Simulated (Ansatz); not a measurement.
# PH2+ (triplet): B2PLYP, RPA-PBE over vertical gaps between states and displaced geometries, cc-pVTZ

Aim: run PH2+ (triplet) with these functionals over vertical gaps between states and displaced geometries, and hold them against the top wave-function level at the same points.

The runs use Ansatz 0.2.0, Gaussian basis; cc-pVTZ, all electrons in the functionals, frozen cores in the correlation of double hybrids and RPA.

To be run: B2PLYP, RPA-PBE, at charge 1, triplet; charge 1, singlet; charge 1, quintet; displaced geometry v1; displaced geometry v2.

15 further runs of the same task are left out: 6 that didn't finish, 9 set aside as unsound or not needed. Runs told in other sessions of the task aren't counted.

**1. The geometry**

The geometry is a PBE0/def2-TZVP stationary point (not a proven minimum).

3 atoms, charge 1, spin multiplicity 3.

Atoms are counted from 1 here; the program's logs count them from 0.

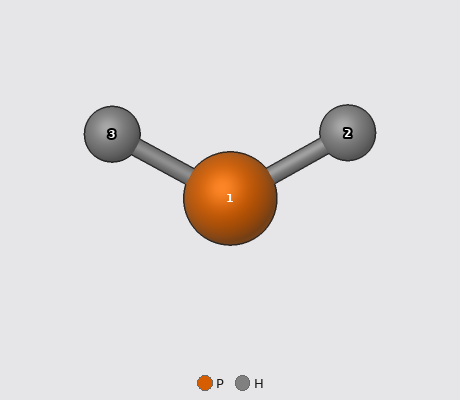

The structure; phosphorus orange, hydrogen grey; atoms are numbered from 1 in the order of the file.

Coordinates:

```xyz
3
H2P
P     0.0000   -0.0418    0.0000
H     0.0000    0.6425   -1.2397
H     0.0000    0.6425    1.2397
```

No dispersion term is added.

The geometry shown and the zero of energy belong to the point charge 1, triplet. The yardstick, UCCSDT(Q), and other wave-function levels (R restricted, U unrestricted, valence and pair active spaces) come from earlier runs.

**2. B2PLYP, charge 1, triplet**

in.yaml

```yaml
crystal:
  periodic: [false, false, false]
  atoms:
    - {symbol: P, position_ang: [0.000000, -0.041813, 0.000000]}
    - {symbol: H, position_ang: [0.000000, 0.642452, -1.239718]}
    - {symbol: H, position_ang: [0.000000, 0.642452, 1.239718]}
basis:
  gaussian: {orbitals: cc-pVTZ}
total_charge: 1
magnetization: {spin_polarized: true, initial_magnetization: 2}
hamiltonian: {xc: {name: B2PLYP}}
correlation: {electrons: outside_noble_gas}
```

Started as:

```bash
$ ansatz run in.yaml --threads 1 --pin off --events-out ev --progress --plain --max-ram 2393MiB
```

Output:

```text
Functional definition: B2PLYP
  name "B2PLYP"
  cite "Grimme, J. Chem. Phys. 124, 034108 (2006) doi:10.1063/1.2148954"
  cite "Becke, Phys. Rev. A 38, 3098 (1988) doi:10.1103/PhysRevA.38.3098"
  cite "Lee, Yang & Parr, Phys. Rev. B 37, 785 (1988) doi:10.1103/PhysRevB.37.785"
  parameter a = 0.53
  parameter c = 0.27
  exchange = (1 - a)*b88_x + a*exact_x
  correlation = (1 - c)*lyp_c + c*(mp2_os + mp2_ss)
340 factors; integrals over basis functions are off by at most 9.3e-4 eV
mean field evaluation 1: about -9305.0949 eV, gradient 7.8e0 eV
mean field evaluation 2: about -9305.0972 eV, gradient 7.8e0 eV
mean field evaluation 4: about -9305.4943 eV, gradient 5.9e-1 eV
mean field evaluation 8: about -9305.4994 eV, gradient 1.4e-2 eV
mean field evaluation 16: about -9305.4994 eV, gradient 1.1e-6 eV
mean field -9305.49944406 eV, -341.9707970753 hartree, gradient 1.1e-6 eV, S^2 2.004486; 0 other end points of the search recorded, 0 dependent functions left out
5 core orbitals not correlated: weight in the atoms' cores, before any rotation towards them, 1.000 or more for the frozen orbitals, at most 0.000 for the correlated occupied ones
reference -9305.49954923 eV, -341.9708009400 hartree; 4, 2 occupied and 53, 55 virtual orbitals, 340 factors
second order -3.45397088 eV of doubles, -0.00000000 eV of singles
Total energy: -9306.43212137 eV, -342.0050723339 hartree
```

It took 1.3 s on 1 thread of Arm Neoverse V1, shared host.

From the report: ⟨S²⟩ of the determinant 2.004 (pure triplet: 2.00).

**3. B2PLYP, charge 1, singlet**

Edit in.yaml of step 2 so:

```diff
@@ -9,3 +9,3 @@
 total_charge: 1
-magnetization: {spin_polarized: true, initial_magnetization: 2}
+magnetization: {spin_polarized: true, initial_magnetization: 0}
 hamiltonian: {xc: {name: B2PLYP}}
```

The command is unchanged.

Output, cut to the lines that bear on the results:

```text
Functional definition: B2PLYP
  name "B2PLYP"
  cite "Grimme, J. Chem. Phys. 124, 034108 (2006) doi:10.1063/1.2148954"
  cite "Becke, Phys. Rev. A 38, 3098 (1988) doi:10.1103/PhysRevA.38.3098"
  cite "Lee, Yang & Parr, Phys. Rev. B 37, 785 (1988) doi:10.1103/PhysRevB.37.785"
[...]
340 factors; integrals over basis functions are off by at most 9.3e-4 eV
[...]
mean field -9305.65955633 eV, -341.9766810926 hartree, gradient 1.0e-6 eV, S^2 0.631544; 5 other end points of the search recorded, 0 dependent functions left out
5 core orbitals not correlated: weight in the atoms' cores, before any rotation towards them, 1.000 or more for the frozen orbitals, at most 0.000 for the correlated occupied ones
reference -9305.65966344 eV, -341.9766850288 hartree; 3, 3 occupied and 54, 54 virtual orbitals, 340 factors
second order -3.59140268 eV of doubles, -0.00000000 eV of singles
Total energy: -9306.62934216 eV, -342.0123200646 hartree
```

Run time: 2.8 s. Hardware: 1 thread of Arm Neoverse V1, shared host.

From the report: ⟨S²⟩ of the determinant 0.632 (pure singlet: 0.00). The determinant of B2PLYP (⟨S²⟩ 0.63) is far from a pure spin state, so its energy mixes those of several spin states; that is harmless only where they are near-degenerate.

From charge 1, triplet: -0.197 eV.

**4. B2PLYP, charge 1, quintet**

Edit in.yaml of step 3 so:

```diff
@@ -9,3 +9,3 @@
 total_charge: 1
-magnetization: {spin_polarized: true, initial_magnetization: 0}
+magnetization: {spin_polarized: true, initial_magnetization: 4}
 hamiltonian: {xc: {name: B2PLYP}}
```

Same command.

Output, cut to the lines that bear on the results:

```text
Functional definition: B2PLYP
  name "B2PLYP"
  cite "Grimme, J. Chem. Phys. 124, 034108 (2006) doi:10.1063/1.2148954"
  cite "Becke, Phys. Rev. A 38, 3098 (1988) doi:10.1103/PhysRevA.38.3098"
  cite "Lee, Yang & Parr, Phys. Rev. B 37, 785 (1988) doi:10.1103/PhysRevB.37.785"
[...]
342 factors; integrals over basis functions are off by at most 9.3e-4 eV
[...]
mean field -9296.52268711 eV, -341.6409073420 hartree, gradient 2.4e-6 eV, S^2 6.002488; 0 other end points of the search recorded, 0 dependent functions left out
5 core orbitals not correlated: weight in the atoms' cores, before any rotation towards them, 1.000 or more for the frozen orbitals, at most 0.000 for the correlated occupied ones
reference -9296.52279706 eV, -341.6409113824 hartree; 5, 1 occupied and 52, 56 virtual orbitals, 342 factors
second order -3.07017892 eV of doubles, -0.00000000 eV of singles
Total energy: -9297.35174537 eV, -341.6713746708 hartree
```

Run time: 0.96 s. Hardware: 1 thread of Arm Neoverse V1, shared host.

From the report: ⟨S²⟩ of the determinant 6.002 (pure quintet: 6.00).

From charge 1, triplet: +9.080 eV.

**5. B2PLYP, displaced geometry v1**

in.yaml

```yaml
crystal:
  periodic: [false, false, false]
  atoms:
    - {symbol: P, position_ang: [-0.001415, -0.042639, 0.001983]}
    - {symbol: H, position_ang: [-0.002248, 0.625484, -1.248888]}
    - {symbol: H, position_ang: [0.045716, 0.684794, 1.187935]}
basis:
  gaussian: {orbitals: cc-pVTZ}
total_charge: 1
magnetization: {spin_polarized: true, initial_magnetization: 2}
hamiltonian: {xc: {name: B2PLYP}}
correlation: {electrons: outside_noble_gas}
```

The command is unchanged.

Output, cut to the lines that bear on the results:

```text
Functional definition: B2PLYP
  name "B2PLYP"
  cite "Grimme, J. Chem. Phys. 124, 034108 (2006) doi:10.1063/1.2148954"
  cite "Becke, Phys. Rev. A 38, 3098 (1988) doi:10.1103/PhysRevA.38.3098"
  cite "Lee, Yang & Parr, Phys. Rev. B 37, 785 (1988) doi:10.1103/PhysRevB.37.785"
[...]
340 factors; integrals over basis functions are off by at most 1.0e-3 eV
[...]
mean field -9305.49589907 eV, -341.9706667990 hartree, gradient 9.7e-6 eV, S^2 2.004386; 0 other end points of the search recorded, 0 dependent functions left out
5 core orbitals not correlated: weight in the atoms' cores, before any rotation towards them, 1.000 or more for the frozen orbitals, at most 0.000 for the correlated occupied ones
reference -9305.49600397 eV, -341.9706706542 hartree; 4, 2 occupied and 53, 55 virtual orbitals, 340 factors
second order -3.44495878 eV of doubles, -0.00000000 eV of singles
Total energy: -9306.42614284 eV, -342.0048526272 hartree
```

Run time: 1.1 s. Hardware: 1 thread of Arm Neoverse V1, shared host.

From the report: ⟨S²⟩ of the determinant 2.004 (pure triplet: 2.00).

From charge 1, triplet: +0.006 eV.

**6. B2PLYP, displaced geometry v2**

in.yaml

```yaml
crystal:
  periodic: [false, false, false]
  atoms:
    - {symbol: P, position_ang: [0.007734, -0.041334, -0.000459]}
    - {symbol: H, position_ang: [-0.157140, 0.651305, -1.228583]}
    - {symbol: H, position_ang: [-0.080520, 0.618881, 1.242673]}
basis:
  gaussian: {orbitals: cc-pVTZ}
total_charge: 1
magnetization: {spin_polarized: true, initial_magnetization: 2}
hamiltonian: {xc: {name: B2PLYP}}
correlation: {electrons: outside_noble_gas}
```

Same command.

Output, cut to the lines that bear on the results:

```text
Functional definition: B2PLYP
  name "B2PLYP"
  cite "Grimme, J. Chem. Phys. 124, 034108 (2006) doi:10.1063/1.2148954"
  cite "Becke, Phys. Rev. A 38, 3098 (1988) doi:10.1103/PhysRevA.38.3098"
  cite "Lee, Yang & Parr, Phys. Rev. B 37, 785 (1988) doi:10.1103/PhysRevB.37.785"
[...]
340 factors; integrals over basis functions are off by at most 9.9e-4 eV
[...]
mean field -9305.49939823 eV, -341.9707953908 hartree, gradient 4.3e-6 eV, S^2 2.004462; 0 other end points of the search recorded, 0 dependent functions left out
5 core orbitals not correlated: weight in the atoms' cores, before any rotation towards them, 1.000 or more for the frozen orbitals, at most 0.000 for the correlated occupied ones
reference -9305.49950334 eV, -341.9707992538 hartree; 4, 2 occupied and 53, 55 virtual orbitals, 340 factors
second order -3.45296317 eV of doubles, -0.00000000 eV of singles
Total energy: -9306.43180340 eV, -342.0050606488 hartree
```

Run time: 0.97 s. Hardware: 1 thread of Arm Neoverse V1, shared host.

From the report: ⟨S²⟩ of the determinant 2.004 (pure triplet: 2.00).

From charge 1, triplet: 0.000 eV.

**7. RPA-PBE, charge 1, triplet**

in.yaml

```yaml
crystal:
  periodic: [false, false, false]
  atoms:
    - {symbol: P, position_ang: [0.000000, -0.041813, 0.000000]}
    - {symbol: H, position_ang: [0.000000, 0.642452, -1.239718]}
    - {symbol: H, position_ang: [0.000000, 0.642452, 1.239718]}
basis:
  gaussian: {orbitals: cc-pVTZ}
total_charge: 1
magnetization: {spin_polarized: true, initial_magnetization: 2}
hamiltonian: {xc: {name: PBE}}
correlation: {method: rpa, electrons: outside_noble_gas}
```

The command is unchanged.

Output, cut to the lines that bear on the results:

```text
Functional definition: PBE
  name "PBE"
  cite "Perdew, Burke & Ernzerhof, Phys. Rev. Lett. 77, 3865 (1996) doi:10.1103/PhysRevLett.77.3865"
  parent pbe
[...]
340 factors; integrals over basis functions are off by at most 9.3e-4 eV
[...]
mean field -9305.36651510 eV, -341.9659120261 hartree, gradient 2.7e-6 eV, S^2 2.003663; 0 other end points of the search recorded, 0 dependent functions left out
5 core orbitals not correlated: weight in the atoms' cores, before any rotation towards them, 1.000 or more for the frozen orbitals, at most 0.000 for the correlated occupied ones
reference -9293.52287224 eV, -341.5306661788 hartree; 4, 2 occupied and 53, 55 virtual orbitals, 340 factors
Total energy: -9299.80125731 eV, -341.7613925746 hartree
```

Run time: 1.1 s. Hardware: 1 thread of Arm Neoverse V1, shared host.

From the report: ⟨S²⟩ of the determinant 2.004 (pure triplet: 2.00).

**8. RPA-PBE, charge 1, singlet**

Edit in.yaml of step 7 so:

```diff
@@ -9,3 +9,3 @@
 total_charge: 1
-magnetization: {spin_polarized: true, initial_magnetization: 2}
+magnetization: {spin_polarized: true, initial_magnetization: 0}
 hamiltonian: {xc: {name: PBE}}
```

Launched as before.

Output, cut to the lines that bear on the results:

```text
Functional definition: PBE
  name "PBE"
  cite "Perdew, Burke & Ernzerhof, Phys. Rev. Lett. 77, 3865 (1996) doi:10.1103/PhysRevLett.77.3865"
  parent pbe
[...]
340 factors; integrals over basis functions are off by at most 9.3e-4 eV
[...]
mean field -9305.48653484 eV, -341.9703226701 hartree, gradient 1.2e-6 eV, S^2 0.613774; 7 other end points of the search recorded, 0 dependent functions left out
5 core orbitals not correlated: weight in the atoms' cores, before any rotation towards them, 1.000 or more for the frozen orbitals, at most 0.000 for the correlated occupied ones
reference -9293.42085898 eV, -341.5269172606 hartree; 3, 3 occupied and 54, 54 virtual orbitals, 340 factors
Total energy: -9300.05493839 eV, -341.7707151822 hartree
```

It took 3.7 s on 1 thread of Arm Neoverse V1, shared host.

From the report: ⟨S²⟩ of the determinant 0.614 (pure singlet: 0.00). The determinant of RPA-PBE (⟨S²⟩ 0.61) is far from a pure spin state, so its energy mixes those of several spin states; that is harmless only where they are near-degenerate.

From charge 1, triplet: -0.254 eV.

**9. RPA-PBE, charge 1, quintet**

Edit in.yaml of step 8 so:

```diff
@@ -9,3 +9,3 @@
 total_charge: 1
-magnetization: {spin_polarized: true, initial_magnetization: 0}
+magnetization: {spin_polarized: true, initial_magnetization: 4}
 hamiltonian: {xc: {name: PBE}}
```

Launched as before.

Output, cut to the lines that bear on the results:

```text
Functional definition: PBE
  name "PBE"
  cite "Perdew, Burke & Ernzerhof, Phys. Rev. Lett. 77, 3865 (1996) doi:10.1103/PhysRevLett.77.3865"
  parent pbe
[...]
342 factors; integrals over basis functions are off by at most 9.3e-4 eV
[...]
mean field -9296.50661167 eV, -341.6403165802 hartree, gradient 1.1e-6 eV, S^2 6.001147; 0 other end points of the search recorded, 0 dependent functions left out
5 core orbitals not correlated: weight in the atoms' cores, before any rotation towards them, 1.000 or more for the frozen orbitals, at most 0.000 for the correlated occupied ones
reference -9284.91806289 eV, -341.2144452677 hartree; 5, 1 occupied and 52, 56 virtual orbitals, 342 factors
Total energy: -9290.78002046 eV, -341.4298682349 hartree
```

It took 1 s on 1 thread of Arm Neoverse V1, shared host.

From the report: ⟨S²⟩ of the determinant 6.001 (pure quintet: 6.00).

From charge 1, triplet: +9.021 eV.

**10. RPA-PBE, displaced geometry v1**

in.yaml

```yaml
crystal:
  periodic: [false, false, false]
  atoms:
    - {symbol: P, position_ang: [-0.001415, -0.042639, 0.001983]}
    - {symbol: H, position_ang: [-0.002248, 0.625484, -1.248888]}
    - {symbol: H, position_ang: [0.045716, 0.684794, 1.187935]}
basis:
  gaussian: {orbitals: cc-pVTZ}
total_charge: 1
magnetization: {spin_polarized: true, initial_magnetization: 2}
hamiltonian: {xc: {name: PBE}}
correlation: {method: rpa, electrons: outside_noble_gas}
```

The command is unchanged.

Output, cut to the lines that bear on the results:

```text
Functional definition: PBE
  name "PBE"
  cite "Perdew, Burke & Ernzerhof, Phys. Rev. Lett. 77, 3865 (1996) doi:10.1103/PhysRevLett.77.3865"
  parent pbe
[...]
340 factors; integrals over basis functions are off by at most 1.0e-3 eV
[...]
mean field -9305.35100171 eV, -341.9653419194 hartree, gradient 3.4e-6 eV, S^2 2.003600; 0 other end points of the search recorded, 0 dependent functions left out
5 core orbitals not correlated: weight in the atoms' cores, before any rotation towards them, 1.000 or more for the frozen orbitals, at most 0.000 for the correlated occupied ones
reference -9293.52636853 eV, -341.5307946652 hartree; 4, 2 occupied and 53, 55 virtual orbitals, 340 factors
Total energy: -9299.79411573 eV, -341.7611301264 hartree
```

Run time: 1.2 s. Hardware: 1 thread of Arm Neoverse V1, shared host.

From the report: ⟨S²⟩ of the determinant 2.004 (pure triplet: 2.00).

From charge 1, triplet: +0.007 eV.

**11. RPA-PBE, displaced geometry v2**

in.yaml

```yaml
crystal:
  periodic: [false, false, false]
  atoms:
    - {symbol: P, position_ang: [0.007734, -0.041334, -0.000459]}
    - {symbol: H, position_ang: [-0.157140, 0.651305, -1.228583]}
    - {symbol: H, position_ang: [-0.080520, 0.618881, 1.242673]}
basis:
  gaussian: {orbitals: cc-pVTZ}
total_charge: 1
magnetization: {spin_polarized: true, initial_magnetization: 2}
hamiltonian: {xc: {name: PBE}}
correlation: {method: rpa, electrons: outside_noble_gas}
```

The command is unchanged.

Output, cut to the lines that bear on the results:

```text
Functional definition: PBE
  name "PBE"
  cite "Perdew, Burke & Ernzerhof, Phys. Rev. Lett. 77, 3865 (1996) doi:10.1103/PhysRevLett.77.3865"
  parent pbe
[...]
340 factors; integrals over basis functions are off by at most 9.9e-4 eV
[...]
mean field -9305.36510565 eV, -341.9658602296 hartree, gradient 1.7e-6 eV, S^2 2.003647; 0 other end points of the search recorded, 0 dependent functions left out
5 core orbitals not correlated: weight in the atoms' cores, before any rotation towards them, 1.000 or more for the frozen orbitals, at most 0.000 for the correlated occupied ones
reference -9293.52351700 eV, -341.5306898734 hartree; 4, 2 occupied and 53, 55 virtual orbitals, 340 factors
Total energy: -9299.80091226 eV, -341.7613798941 hartree
```

It took 1.9 s on 1 thread of Arm Neoverse V1, shared host.

From the report: ⟨S²⟩ of the determinant 2.004 (pure triplet: 2.00).

From charge 1, triplet: 0.000 eV.

**12. Against the wave-function levels**

The yardstick is UCCSDT(Q), where the cluster series has nearly closed. It comes from earlier runs at the same points. Energies in eV, counted from charge 1, triplet; blanks weren't run or aren't comparable.

| level | triplet to singlet | triplet to quintet | displacement v1 | displacement v2 |
| --- | --- | --- | --- | --- |
| UCCSDT(Q) | -0.171 | 9.007 | 0.007 | 0.000 |
| B2PLYP | -0.197 | 9.080 | 0.006 | 0.000 |
| RPA-PBE | -0.254 | 9.021 | 0.007 | 0.000 |

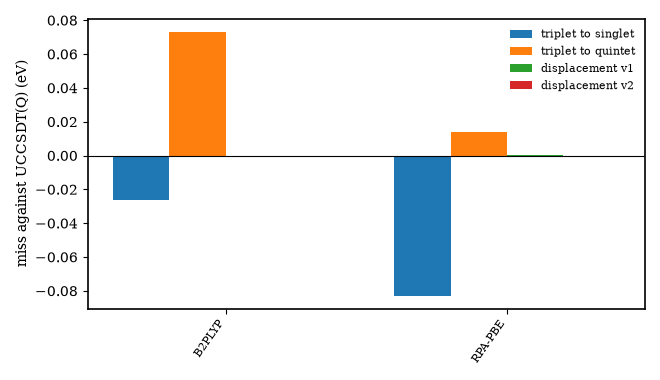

Misses of the gaps against UCCSDT(Q).

Largest miss and mean time a point (UCCSDT(Q) took 29 s a point; shared hosts):

| level | largest miss (eV) | where | time a point |
| --- | --- | --- | --- |
| B2PLYP | +0.073 | triplet to quintet | 1.4 s |
| RPA-PBE | -0.083 | triplet to singlet | 1.8 s |

**13. Outcome**

| quantity | value |
| --- | --- |
| triplet to singlet, UCCSDT(Q) | -0.171 eV |
| triplet to quintet, UCCSDT(Q) | 9.007 eV |
| displacement v1, UCCSDT(Q) | 0.007 eV |
| displacement v2, UCCSDT(Q) | 0.000 eV |
| largest miss, B2PLYP | +0.073 eV (triplet to quintet) |
| largest miss, RPA-PBE | -0.083 eV (triplet to singlet) |

What this shows: Of the functionals, B2PLYP keep the smallest largest miss at the points compared (at most 0.073 eV) and RPA-PBE strays most (0.083 eV, at triplet to singlet). B2PLYP, RPA-PBE clearly break the spin symmetry at some points (⟨S²⟩ up to 0.63 above the pure value), so energy there is bought with a mixed spin. Functionals and the yardstick converge differently with the basis, so part of each miss in cc-pVTZ is the basis.
